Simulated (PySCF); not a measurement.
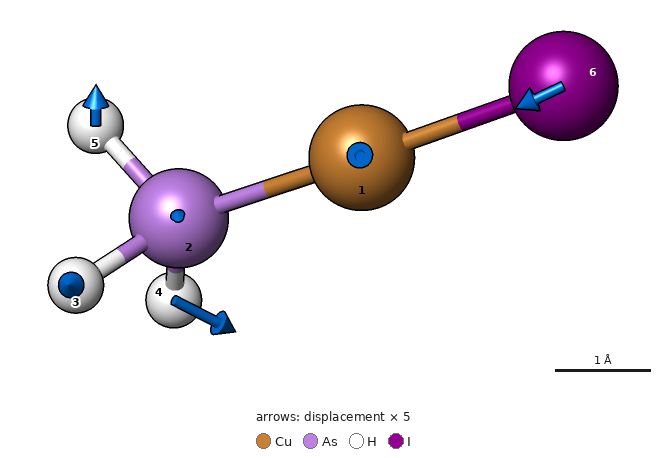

A relaxation of CuAsH$_{3}$I. The starting structure is drawn; blue arrows show the displacements, magnified 5 times. The two geometries are superimposed by the best rigid fit.

Style: ball-and-stick. Shown at a tilt.

The start comes from GFN2-xTB. Its atoms were then displaced at random by about 0.03 Å.

Level of theory: PySCF 2.14.0, density-fitted response routines, PBE0-D3(BJ)/def2-SVP geometry optimisation, gas phase. 

Q: What happened in the run?

A: Over 6 geometry steps the energy falls by 0.370 eV. H4 moves most after the best rigid fit: 0.17 Å. Largest moves by element: H 0.17 Å, I 0.12 Å, Cu 0.09 Å, As 0.03 Å. Some distances before and after: As2–H4 1.381 → 1.510 Å, As2–H3 1.444 → 1.510 Å, Cu1–I6 2.468 → 2.402 Å, Cu1–As2 2.347 → 2.289 Å. Bond angles that change, for instance: Cu1–As2–H4 126.4° → 119.2°, H3–As2–H4 90.9° → 97.5°, H4–As2–H5 92.4° → 97.5°. Cost: 48 s on 1 thread of Arm Neoverse V2, with other jobs on the host.
